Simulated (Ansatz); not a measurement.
# AlCl₂···HCl (doublet): what the fields show

The calculation's input:

```
crystal:
  periodic: [false, false, false]
  atoms:
    - { symbol: Al, position_ang: [0.0, 0.0, -0.355429] }
    - { symbol: H, position_ang: [0.0, 0.0, 2.404801] }
    - { symbol: Cl, position_ang: [1.862202, 0.0, -1.366218] }
    - { symbol: Cl, position_ang: [-1.862202, 0.0, -1.366218] }
    - { symbol: Cl, position_ang: [0.0, 0.0, 3.743065] }
magnetization:
  spin_polarized: true
  initial_magnetization: 1
basis:
  gaussian: { orbitals: def2-SVP }
hamiltonian:
  xc: b3lyp
relax:
  f_tol: 0.03
  max_steps: 50
output:
  orbitals: {}
```

Launched as:

```sh
ansatz run input.yaml --threads 2 --pin off --max-ram 3072MiB --backend cpu --events-out ev --progress --plain --runs-dir out
```

The fields are those of the run's last geometry, not of the input's.

Computed with UKS B3LYP/def2-SVP in Ansatz 0.2.0.

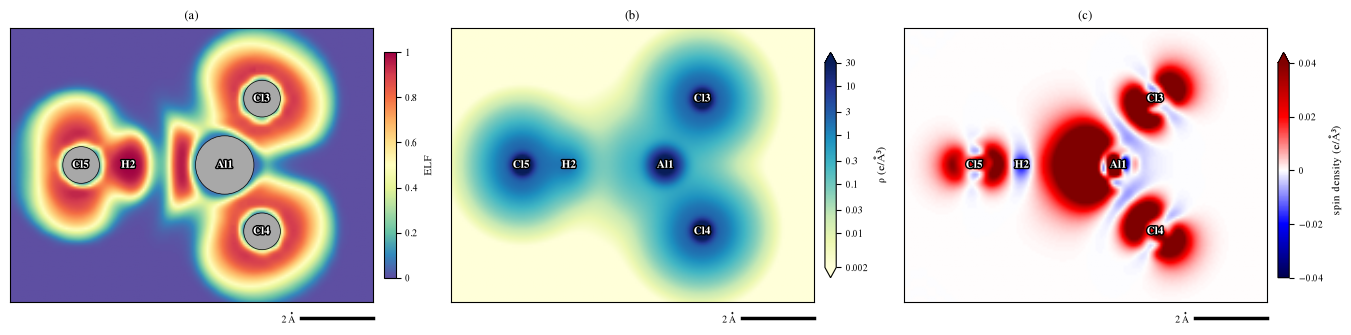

Figure 1. (a) electron localisation function; (b) total electron density; (c) spin density on the molecular plane. Grey discs cover the atomic cores in the ELF map.

Q: What do the fields say about this system?

A: Atoms in the plane: Al, H and Cl. Al1···H2 (2.68 Å): the density falls to about 0.09 e/Å³ on the way; the ELF climbs to about 1 towards the hydrogen. Al–Cl (2.11 Å): the density is about 0.68 e/Å³ at the midpoint; the ELF peaks at about 0.85 in the valence shell of Cl, 0.9 Å from its nucleus, and is about 0.80 at the midpoint. Cl–H (1.30 Å): ρ is about 1.8 e/Å³ halfway; the ELF climbs to about 1 towards the hydrogen. The ELF also peaks beside Cl4, Cl5 and Cl3, away from the bonds: non-bonding electrons, paired or unpaired. The unpaired spin (1 electron) lies mostly on Al1 (about 0.7), Cl3 (about 0.1) and Cl4 (about 0.1), in electrons by Hirshfeld's partition.

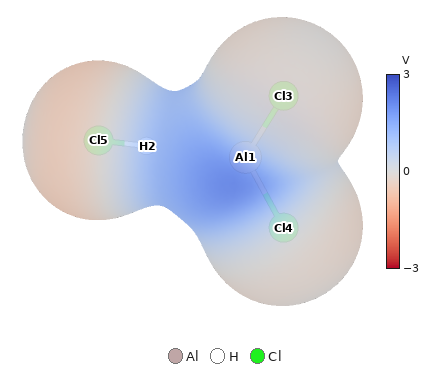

Figure 2. The molecular electrostatic potential painted on the density surface at 0.001 e/bohr³, seen at a tilt; red is negative and blue positive.

Q: Which sites attract a positive test charge, and which a negative one?

A: A positive charge is drawn to the negative regions and a negative charge to the positive ones. The most negative region (about −0.5 V) lies over Cl5, the most positive (about +2.1 V) over Al1.

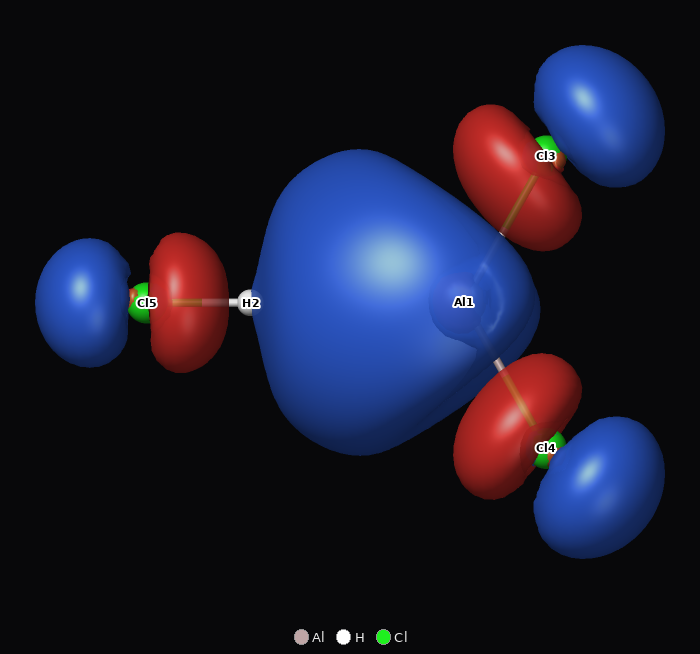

Figure 3. The LUMO (β) at ±0.06 Å⁻³ᐟ² (red and blue are the two phases), seen across its widest extent.

Q: Where does this orbital lie, and at what energy?

A: Its weight (Hirshfeld) is mainly on Al1 (about 65 %), Cl3 (about 10 %), Cl4 (about 10 %), H2 (about 5 %) and Cl5 (about 5 %); it is symmetric in the molecular plane (an in-plane orbital: σ, lone-pair or in-plane π type). Its energy is −4.13 eV.

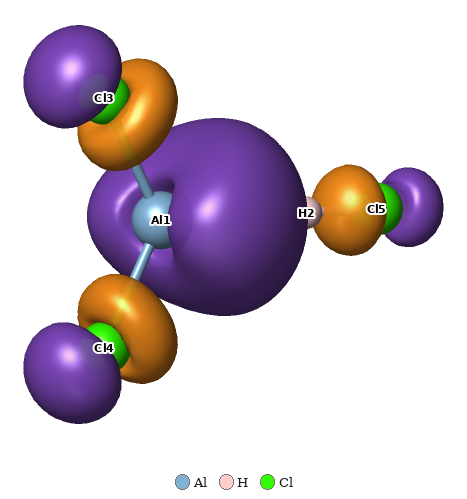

Figure 4. One frontier orbital at ±0.1 Å⁻³ᐟ² (orange and purple are the two phases), seen at an oblique angle.

Q: Which orbital is it: HOMO (α) or LUMO (α)?

A: The HOMO (α), at −6.76 eV. Its weight (Hirshfeld) is mainly on Al1 (about 60 %), Cl3 (about 15 %) and Cl4 (about 15 %); it is symmetric in the molecular plane (an in-plane orbital: σ, lone-pair or in-plane π type).
